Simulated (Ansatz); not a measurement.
Consider Ag in the fcc (Cu type) structure (space group Fm-3m, No. 225; a = 4.104 Å; relaxed with 0.1 eV smearing). Axes: x, y, z lie along the cube axes.

Structures relaxed with DFT with r2SCAN, PAW potentials and a 500 eV plane-wave cutoff in Ansatz (an electronic-structure program), no spin-orbit coupling.

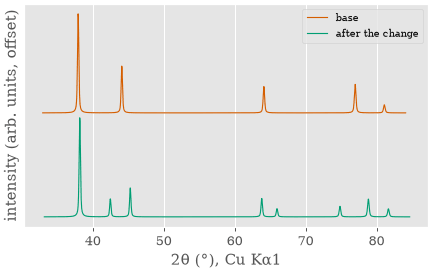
Simulated powder patterns before (top) and after one change

Task: Name the change that was made.
(A) biaxial strain −1.00 %, plane normal [001], relaxed out of plane
(B) biaxial strain −2.00 %, plane normal [001], relaxed out of plane
(C) biaxial strain −2.50 %, plane normal [001], relaxed out of plane
(D) biaxial strain −0.50 %, plane normal [001], relaxed out of plane

Result: C, biaxial strain −2.50 %, plane normal [001], relaxed out of plane. Its volume per atom is 17.03 Å³ against 17.28 Å³, and its space group is I4/mmm (No. 139).

Stability against distortions was not tested.
